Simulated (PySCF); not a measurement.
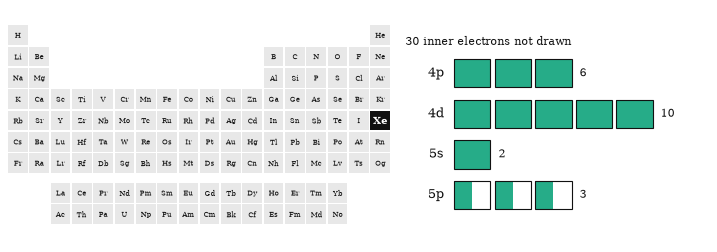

Figure 1. Left, the place of xenon in the periodic table; right, the outer shells of the nominal configuration: a box for each of the 2l + 1 orbitals, shaded by the share of the shell that is filled, with the electron count at the right.

## Atomic calculation for Xe³⁺

System: Xe³⁺, configuration 1s2 2s2 2p6 3s2 3p6 3d10 4s2 4p6 4d10 5s2 5p3, multiplicity 4.
Method: unrestricted HF, aug-cc-pVDZ-PP with ECP28, scalar-relativistic core potential (PySCF).

### Log (extracts)
```
damping factor = 0
level_shift factor = 0
DIIS = <class 'pyscf.scf.diis.CDIIS'>
diis_start_cycle = 1
diis_space = 10
diis_damp = 0
SCF conv_tol = 1e-09
SCF conv_tol_grad = None
number electrons alpha = 13  beta = 10
cycle= 1 E= -326.051293256914  delta_E= -4.41e-11  |g|= 2.11e-06  |ddm|= 3.62e-05
converged SCF energy = -326.051293256914  <S^2> = 3.7508898  2S+1 = 4.0004449
```

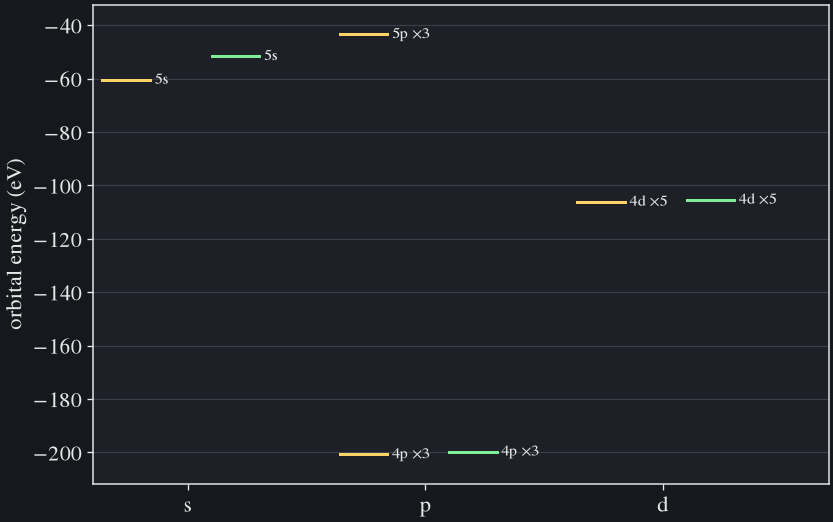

Figure 2. Orbital energies of the mean field, from the top down to −200.7 eV, by angular momentum, α spin at the left of each column and β at the right; ×n counts the orbitals under one label. The highest filled orbital is 5p α at −43.3 eV, the lowest empty one p β at −28.7 eV.

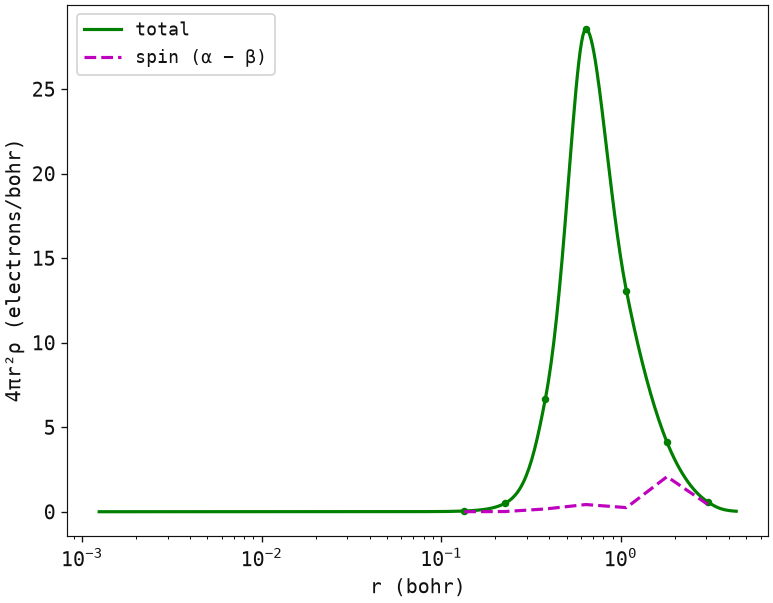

Figure 3. Spherically averaged radial density 4πr²ρ of the mean field (valence electrons alone, under a core potential) and its spin part; markers are the stored points, which are sparse, and the line is a monotone interpolation between them. The largest stored value is 28.6 electrons/bohr at r = 0.64 bohr. Root-mean-square radii of the shells: 4s 0.767, 4p 0.820, 4d 0.930, 5s 1.88, 5p 2.14 bohr.

### The input
```python
from pyscf import gto, scf, dft, mp, cc
mol = gto.M(atom="Xe 0 0 0", charge=3, spin=3, symmetry="D2h",
            basis="aug-cc-pVDZ-PP",
            ecp="aug-cc-pVDZ-PP")
mf = scf.UHF(mol)
mf.irrep_nelec = {'Ag': (4, 4), 'B1g': (1, 1), 'B2g': (1, 1), 'B3g': (1, 1), 'B1u': (2, 1), 'B2u': (2, 1), 'B3u': (2, 1)}
mf.kernel()
```

The script is an equivalent of what the driver set up; the driver started from orbitals of its own, so the log can be shorter than this script's would be, and it computed the properties (radii, ⟨L²⟩, response) afterwards. It held the occupations shell by shell, which the script's counts by irreducible representation don't always enforce.

### Key numbers

| quantity | value |
| --- | --- |
| outcome | converged |
| total energy (valence electrons, under a core potential) | −326.051293 hartree |
| ⟨S²⟩ | 3.751 |
| static polarisability | 9.78 bohr³ |
| C₆ of the like pair | 53.0 hartree bohr⁶ |
| SCF iterations | 1 |
| hardware | 1 CPU thread, shared host |
